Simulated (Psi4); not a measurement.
**UOMP2.5/pcSseg-1 (fitted SCF) run of AlH2O (SMILES [O][AlH2])**

Aim: the energy change on altering one bond length of AlH2O at UOMP2.5/pcSseg-1 (fitted SCF), from 2 runs. 

The calculation is run with Psi4 1.11.

1 further run of the same task is left out (it didn't finish).

**1. The molecule**

The species is AlH2O (4 atoms), meant as a doublet with charge 0. As SMILES, `[O][AlH2]`. The shape is that of a PBE0-D4/def2-TZVP optimisation.

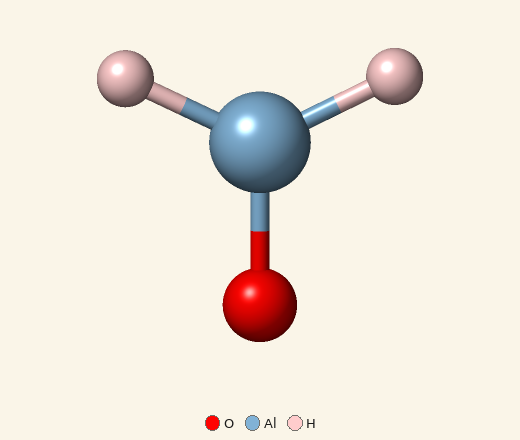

Viewed from a chosen angle; oxygen red, aluminium light blue, hydrogen pink.

**2. A single-point energy at UOMP2.5/pcSseg-1 (fitted SCF)**

alh2o.py reads:

```python
import psi4

psi4.set_memory('1600 MB')
psi4.set_num_threads(1)
psi4.set_output_file('output.dat', False)

geom = psi4.geometry("""
0 2
O      0.062600    -0.856300     1.401400
Al     0.011300     0.029900    -0.080400
H     -1.149600    -0.360800    -1.076000
H      1.131100     1.126800    -0.265300
units angstrom
symmetry c1
""")

psi4.set_options({
    'basis': 'pcSseg-1',
    'reference': 'uhf',
    'scf_type': 'df',
    'mp_type': 'conv',
})

e_tot = psi4.energy("omp2.5")
print(f'omp2.5 energy: {e_tot:.10f} Eh')
```

Started as:

```bash
$ python alh2o.py
```

output.dat, cut to the lines that bear on the results:

```text
[...]
  Running in c1 symmetry.
[...]
  Nuclear repulsion =   43.785130971524083
[...]
  Multiplicity = 2
[...]
  Nalpha       = 12
  Nbeta        = 11
[...]
    Number of basis functions: 51
[...]
   @DF-UHF iter   1:  -317.47749412554094   -7.61237e-01   1.41546e-02 DIIS/ADIIS
[...]
   @DF-UHF iter  16:  -317.90179867161754   -1.53477e-12   7.87426e-09 DIIS
[...]
   @S^2 Observed:                7.566974778E-01
[...]
    Orbital Energies [Eh]
    ---------------------
    Alpha Occupied:
       1A    -58.506687     2A    -20.589298     3A     -4.909052
       4A     -3.232513     5A     -3.231387     6A     -3.230100
       7A     -1.327080     8A     -0.630161     9A     -0.611040
      10A     -0.536338    11A     -0.515940    12A     -0.450289
    Alpha Virtual:
      13A      0.047584    14A      0.118329    15A      0.124573
      16A      0.172899    17A      0.238199    18A      0.335771
      19A      0.348337    20A      0.459773    21A      0.639221
      22A      0.686587    23A      0.747054    24A      0.789452
      25A      0.950713    26A      1.018106    27A      1.034673
[...]
  @DF-UHF Final Energy:  -317.90179867161754
   => Energetics <=
    Nuclear Repulsion Energy =             43.7851309715240831
    One-Electron Energy =                -528.7596614390115519
    Two-Electron Energy =                 167.0727317958698848
    Total Energy =                       -317.9017986716175983
  UHF NO Occupations:
  HONO-2 :   10  A 1.9987933
  HONO-1 :   11  A 1.9985507
[...]
 Multipole Moments:
 ------------------------------------------------------------------------------------
     Multipole            Electronic (a.u.)      Nuclear  (a.u.)        Total (a.u.)
 ------------------------------------------------------------------------------------
 L = 1.  Multiply by 2.5417464519 to convert [e a0] to [Debye]
 Dipole X            :          0.0334162           -0.0547747           -0.0213585
 Dipole Y            :         -0.5707789            0.9427464            0.3719675
 Dipole Z            :          0.9538487           -1.5760525           -0.6222038
 Magnitude           :                                                    0.7252266
[...]
	SCS-MP2 Total Energy (a.u.)        :  -318.21045437935703
	SOS-MP2 Total Energy (a.u.)        :  -318.20991996664128
[...]
	SCSN-MP2 Total Energy (a.u.)       :  -318.03024841079468
[...]
	SOS-PI-MP2 Total Energy (a.u.)     :  -318.23722029653021
[...]
	MP2 Total Energy (a.u.)            :  -318.21552363345387
[...]
	OMP2.5 Total Energy (a.u.)         :  -318.22382944947833
[...]
```

On the terminal:

```text
omp2.5 energy: -318.2238294495 Eh
```

Run time: 39 s. Hardware: 1 thread of Intel Xeon Platinum 8259CL at 2.50GHz (Skylake/Cascade Lake), shared host; peak memory 0.24 GiB.

**3. The distorted shape**

alh2o_ase.py reads:

```python
import numpy as np
from ase.calculators.psi4 import Psi4
from ase import Atoms

mol = Atoms(['O', 'Al', 'H', 'H'], positions=[
    [0.067731, -0.944932, 1.549600],
    [0.011300, 0.029900, -0.080400],
    [-1.149600, -0.360800, -1.076000],
    [1.131100, 1.126800, -0.265300],
])
calc = Psi4(atoms=mol, method='omp2.5', basis='pcSseg-1', memory='1600MB', num_threads=1, charge=0, multiplicity=2, label='alh2o', reference='uhf')
calc.psi4.set_options({'scf_type': 'df', 'mp_type': 'conv'})
mol.calc = calc

print(f'energy: {mol.get_potential_energy():.6f} eV')
```

Started as:

```bash
$ python alh2o_ase.py
```

alh2o.dat, cut to the lines that bear on the results:

```text
[...]
  Running in c1 symmetry.
[...]
  Nuclear repulsion =   40.734616469839843
[...]
  Multiplicity = 2
[...]
  Nalpha       = 12
  Nbeta        = 11
[...]
    Number of basis functions: 51
[...]
   @DF-UHF iter   1:  -317.42017531280840   -8.04782e-01   1.42749e-02 DIIS/ADIIS
[...]
   @DF-UHF iter  16:  -317.89232843746430   -2.67164e-12   9.11670e-09 DIIS
[...]
   @S^2 Observed:                7.580321206E-01
[...]
  @DF-UHF Final Energy:  -317.89232843746430
   => Energetics <=
    Nuclear Repulsion Energy =             40.7346164698398425
    One-Electron Energy =                -522.6856218878972413
    Two-Electron Energy =                 164.0586769805930771
    Total Energy =                       -317.8923284374643004
  UHF NO Occupations:
  HONO-2 :   10  A 1.9986855
  HONO-1 :   11  A 1.9981566
[...]
 Multipole Moments:
 ------------------------------------------------------------------------------------
     Multipole            Electronic (a.u.)      Nuclear  (a.u.)        Total (a.u.)
 ------------------------------------------------------------------------------------
 L = 1.  Multiply by 2.5417464519 to convert [e a0] to [Debye]
 Dipole X            :          0.0273938           -0.0564872           -0.0290933
 Dipole Y            :         -0.4668114            0.9723274            0.5055160
 Dipole Z            :          0.7800078           -1.6255144           -0.8455066
 Magnitude           :                                                    0.9855325
[...]
	SCS-MP2 Total Energy (a.u.)        :  -318.20311890680017
	SOS-MP2 Total Energy (a.u.)        :  -318.20267468529511
[...]
	SCSN-MP2 Total Energy (a.u.)       :  -318.02120175073691
[...]
	SOS-PI-MP2 Total Energy (a.u.)     :  -318.23043041992997
[...]
	MP2 Total Energy (a.u.)            :  -318.20814893334779
[...]
	OMP2.5 Total Energy (a.u.)         :  -318.21612376128570
[...]
```

Standard output:

```text
energy: -8659.101783 eV
```

Run time: 41 s. Hardware: 1 thread of Intel Xeon Platinum 8259CL at 2.50GHz (Skylake/Cascade Lake), shared host; peak memory 0.25 GiB.

**4. Summary of results**

At UOMP2.5/pcSseg-1 (fitted SCF):

```
                                                                   quantity          value
                                                  first shape: total energy  -318.22383 Eh
    first shape: HOMO energy (Hartree–Fock orbitals) (highest over α and β)      -12.25 eV
     first shape: LUMO energy (Hartree–Fock orbitals) (lowest over α and β)        1.29 eV
                                            first shape: correlation energy     -322.0 mEh
                             first shape: ⟨S²⟩ of the reference determinant          0.757
                                              distorted shape: total energy  -318.21612 Eh
distorted shape: HOMO energy (Hartree–Fock orbitals) (highest over α and β)      -12.44 eV
 distorted shape: LUMO energy (Hartree–Fock orbitals) (lowest over α and β)        1.04 eV
                                        distorted shape: correlation energy     -323.8 mEh
                         distorted shape: ⟨S²⟩ of the reference determinant          0.758
         energy change with the O1–Al2 bond stretched from 1.727 to 1.900 Å       0.210 eV
```

**Reading.** With the O1–Al2 bond stretched from 1.727 to 1.900 Å the energy rises by 0.21 eV (20.2 kJ/mol). The first shape isn't relaxed at this level, so the change isn't measured from a minimum.
